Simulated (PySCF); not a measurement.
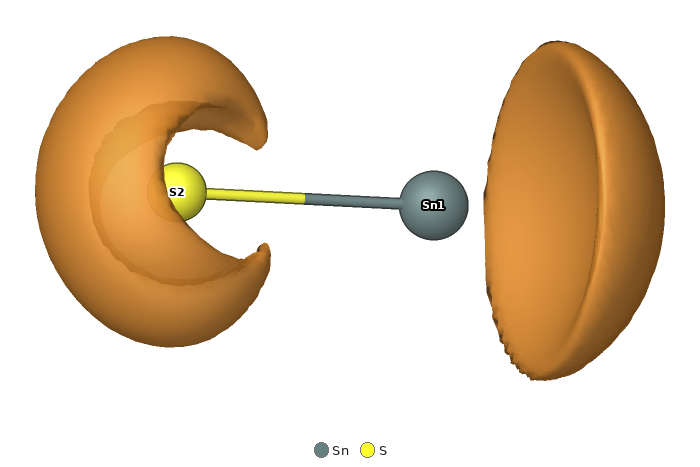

SnS (charge +1, doublet). Isosurface of the ELF at 0.85 (orange), seen from one side. Core shells and regions of very low density are left out.

Core potentials replace the inner electrons of Sn.

All numbers below come from PBE0/cc-pVDZ(-PP), non-relativistic Hamiltonian with scalar-relativistic core potentials where named, at a bond length of 2.397 Å in PySCF 2.14.0.

```xyz
2

Sn    0.0000    0.0000   -0.5046
S     0.0000    0.0000    1.8924
```

Question: What do the ELF domains correspond to?

Answer: The surface consists of one ring or bowl of non-bonding electrons around S and one lobe on Sn, pointing away from the bonds (non-bonding electrons). Along the contacts the grid gives the following. Sn–S (2.40 Å): the ELF peaks at about 0.85 in the valence shell of S, 0.9 Å from its nucleus, and drops to about 0.20 between the two atoms.
